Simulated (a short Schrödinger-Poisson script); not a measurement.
Stack: symmetric double-gate stack, HfO2 on p-type Si(100), at 77 K.

```csv
layer,material,thickness (nm),Na (cm⁻³)
1,HfO2,12.9,-
2,Si,10,2e17
3,HfO2,12.9,-
```

Constants are typed, rounded textbook-type inputs, not results; the design itself was drawn at random and stands for no fabricated device. HfO2: permittivity 22, conduction-band edge (eV) 1.55, gap (eV) 5.7, electron mass (mₑ) 0.2. Si: permittivity 11.7, conduction-band edge (eV) 0, gap (eV) 1.124, Nv at 300 K (cm⁻³) 3.1e19.

Channel valleys (confinement mass, in-plane density-of-states mass, number): Δ2 0.916, 0.19, 2; Δ4 0.19, 0.417, 4. At the gates, both at one voltage, the conduction-band edge of layer 1 lies 1.65 eV − eVg above the Fermi level of the channel. Gaps are held at their typed values at every temperature. Mesh 0.03 nm at interfaces.

From a short Schrödinger-Poisson script (our own, NumPy): 1D Poisson equation in equilibrium, electrons quantum, Hartree (BenDaniel-Duke, 12 states a valley, the channel's in-plane mass for all, wave functions ending at the dielectric), parabolic valleys, classical holes, full ionisation, no traps, pinning or gate leakage.

Only gate voltages with over 1e8 electrons/cm² are shown.

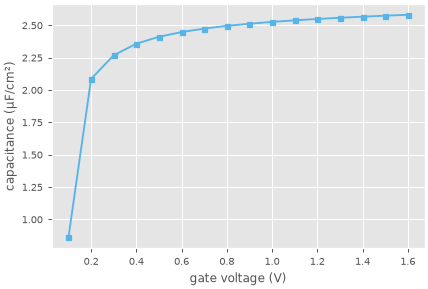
Fig. 1. Quasi-static capacitance against gate voltage

| Vg (V) | electrons (cm⁻²) | C (μF/cm²) | Δ2 E0 (meV) | Δ2 E1 (meV) | Δ4 E0 (meV) | Δ4 E1 (meV) |
|---|---|---|---|---|---|---|
| 0.1 | 5.73e10 | 0.861 | 22.3 | 33.8 | 38.1 | 96.6 |
| 0.2 | 1.15e12 | 2.09 | 1.6 | 9.2 | 18.0 | 72.5 |
| 0.3 | 2.52e12 | 2.27 | -4.8 | 0.0 | 13.5 | 64.6 |
| 0.4 | 3.96e12 | 2.36 | -9.5 | -6.5 | 11.1 | 59.8 |
| 0.5 | 5.45e12 | 2.41 | -13.8 | -11.8 | 9.5 | 56.3 |
| 0.6 | 6.97e12 | 2.45 | -18.0 | -16.6 | 8.2 | 53.4 |
| 0.7 | 8.51e12 | 2.47 | -22.1 | -21.1 | 7.0 | 50.9 |
| 0.8 | 1.01e13 | 2.50 | -26.2 | -25.5 | 6.0 | 48.6 |
| 0.9 | 1.16e13 | 2.51 | -30.3 | -29.8 | 5.0 | 46.4 |
| 1 | 1.32e13 | 2.53 | -34.4 | -34.0 | 4.0 | 44.3 |
| 1.1 | 1.48e13 | 2.54 | -38.4 | -38.2 | 3.1 | 42.3 |
| 1.2 | 1.64e13 | 2.55 | -42.5 | -42.4 | 2.3 | 40.4 |
| 1.3 | 1.80e13 | 2.56 | -46.6 | -46.5 | 1.4 | 38.6 |
| 1.4 | 1.96e13 | 2.57 | -50.7 | -50.6 | 0.6 | 36.8 |
| 1.5 | 2.12e13 | 2.57 | -54.8 | -54.7 | -0.1 | 35.0 |
| 1.6 | 2.28e13 | 2.58 | -58.9 | -58.8 | -0.9 | 33.3 |

Subbands count from the Fermi level. The capacitance is that of both gates.
